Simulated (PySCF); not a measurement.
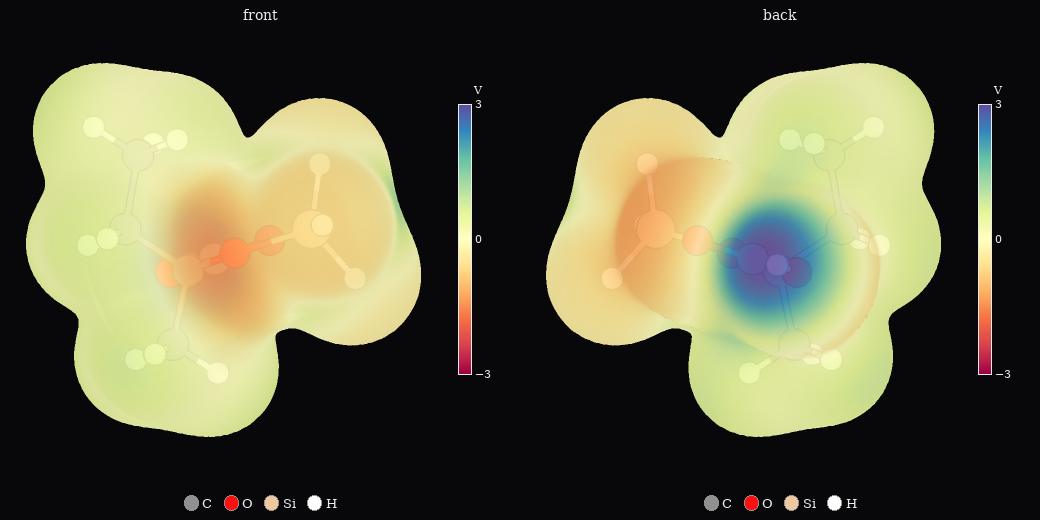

C5H12O3Si (SMILES CC[C@](C)(O[SiH3])C(=O)O). The electrostatic potential painted on the density surface at 0.002 e/bohr³, seen from the front and from behind; the colour scale runs from red (negative) to blue (positive).

Geometry: GFN2-xTB.

Theory: PBE0/pcSseg-1, SCF density, gas phase, non-relativistic in PySCF 2.14.0.

```yaml
atoms:
  - { symbol: C, position_ang: [2.0025, 0.4710, 0.7765] }
  - { symbol: C, position_ang: [1.4422, -0.3593, -0.3718] }
  - { symbol: C, position_ang: [-0.0965, -0.2797, -0.4496] }
  - { symbol: C, position_ang: [-0.6276, -1.1580, -1.5952] }
  - { symbol: O, position_ang: [-0.4804, 1.0308, -0.6705] }
  - { symbol: Si, position_ang: [-1.5050, 2.0229, 0.1130] }
  - { symbol: C, position_ang: [-0.6929, -0.8066, 0.8438] }
  - { symbol: O, position_ang: [-1.4516, -0.1867, 1.5400] }
  - { symbol: O, position_ang: [-0.3100, -2.0501, 1.1314] }
  - { symbol: H, position_ang: [1.6668, 1.5014, 0.6909] }
  - { symbol: H, position_ang: [1.6725, 0.0813, 1.7378] }
  - { symbol: H, position_ang: [3.0897, 0.4549, 0.7529] }
  - { symbol: H, position_ang: [1.7324, -1.4050, -0.2625] }
  - { symbol: H, position_ang: [1.8345, 0.0180, -1.3175] }
  - { symbol: H, position_ang: [-0.3293, -2.1929, -1.4549] }
  - { symbol: H, position_ang: [-0.2291, -0.7872, -2.5356] }
  - { symbol: H, position_ang: [-1.7127, -1.0925, -1.6298] }
  - { symbol: H, position_ang: [-1.0543, 2.4158, 1.4458] }
  - { symbol: H, position_ang: [-2.8870, 1.5492, 0.1202] }
  - { symbol: H, position_ang: [-1.3436, 3.1367, -0.8213] }
  - { symbol: H, position_ang: [-0.7294, -2.3473, 1.9560] }
```

Describe the electrostatic potential map.

Answer. The most negative region (about −1.3 V) lies over O5 and O8, the most positive (about +2.9 V) over H21.

How polar is the molecule by this calculation?

Answer. Its dipole moment is 3.06 D.
